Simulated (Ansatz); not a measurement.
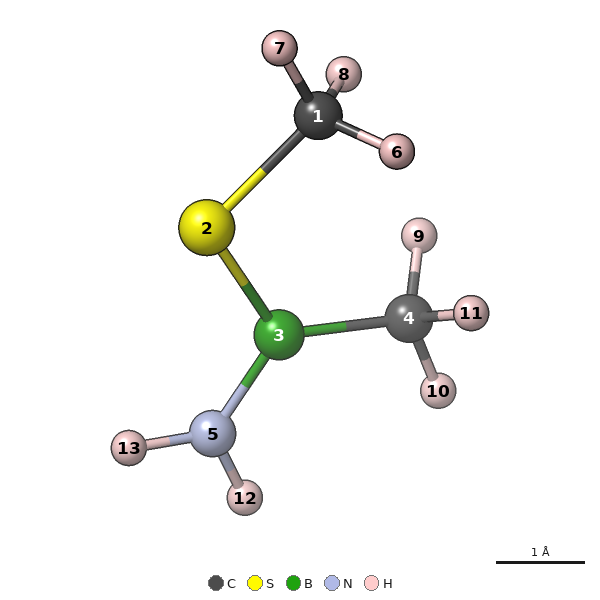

Orthographic view. Atoms fade into the background with distance from the viewer. The computed structure is the end point of a PBE-D4/def2-SVP optimisation. No frequency run is at hand to confirm it as a minimum.

Write a MOL file (V2000) with the atoms in numerical order, bonds sorted by atom number with the orders drawn, and coordinates in the frame of the picture: x right, y up, z towards the viewer, origin at the mean position.

```
C2H8BNS
                    3D

 13 12  0  0  0  0  0  0  0  0999 V2000
   -0.0100    1.8400    1.1200 C   0  0  0  0  0  0  0  0  0  0  0  0
   -1.2900    0.5600    0.8700 S   0  0  0  0  0  0  0  0  0  0  0  0
   -0.4600   -0.6700   -0.2200 B   0  0  0  0  0  0  0  0  0  0  0  0
    1.0300   -0.4800   -0.7300 C   0  0  0  0  0  0  0  0  0  0  0  0
   -1.2200   -1.8000   -0.5800 N   0  0  0  0  0  0  0  0  0  0  0  0
    0.8900    1.4300    1.6100 H   0  0  0  0  0  0  0  0  0  0  0  0
   -0.4500    2.6100    1.7700 H   0  0  0  0  0  0  0  0  0  0  0  0
    0.2800    2.3100    0.1600 H   0  0  0  0  0  0  0  0  0  0  0  0
    1.1500    0.4600   -1.2900 H   0  0  0  0  0  0  0  0  0  0  0  0
    1.3700   -1.3100   -1.3900 H   0  0  0  0  0  0  0  0  0  0  0  0
    1.7400   -0.4200    0.1200 H   0  0  0  0  0  0  0  0  0  0  0  0
   -0.8500   -2.5400   -1.1800 H   0  0  0  0  0  0  0  0  0  0  0  0
   -2.1800   -1.9700   -0.2700 H   0  0  0  0  0  0  0  0  0  0  0  0
  1  2  1  0
  1  6  1  0
  1  7  1  0
  1  8  1  0
  2  3  1  0
  3  4  1  0
  3  5  1  0
  4  9  1  0
  4 10  1  0
  4 11  1  0
  5 12  1  0
  5 13  1  0
M  END
```
